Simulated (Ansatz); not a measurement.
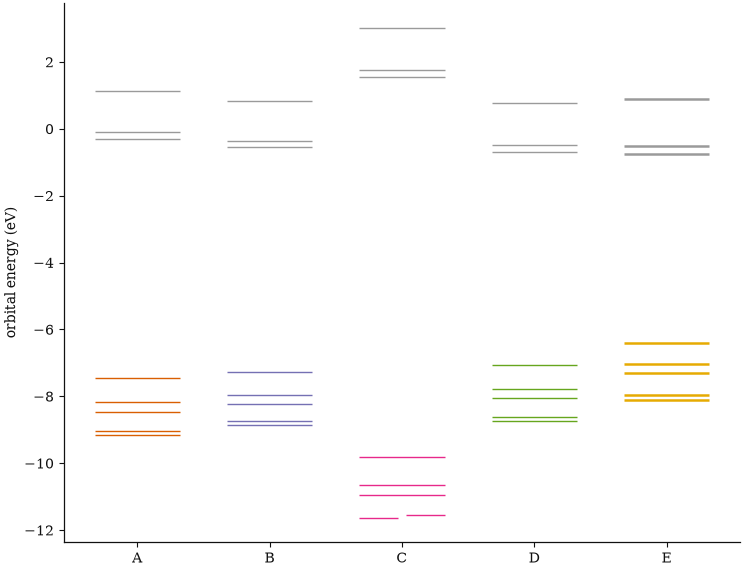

Frontier orbital energies of C₆H₁₄AlClO, SMILES CC(C)[O][Al]([Cl])[CH](C)C, singlet at one geometry, def2-TZVPP, the Ansatz code, at a PBE0-D4/def2-TZVP geometry (no frequency check). Empty levels are grey, levels within 0.1 eV stand side by side; all columns show the same few orbitals around the gap.

Question: The columns come from B3LYP, HSE06, PBE0, r2SCAN and ωB97X-V. Which is which?

Answer: A: PBE0 (HOMO −7.45, LUMO −0.31, separation 7.14 eV)
B: B3LYP (HOMO −7.26, LUMO −0.54, separation 6.72 eV)
C: ωB97X-V (HOMO −9.80, LUMO 1.55, separation 11.36 eV)
D: HSE06 (HOMO −7.05, LUMO −0.68, separation 6.37 eV)
E: r2SCAN (HOMO −6.40, LUMO −0.75, separation 5.65 eV)

Caveats, for all or some of the runs: empty levels above zero depend strongly on the basis; one conformer of a flexible molecule.
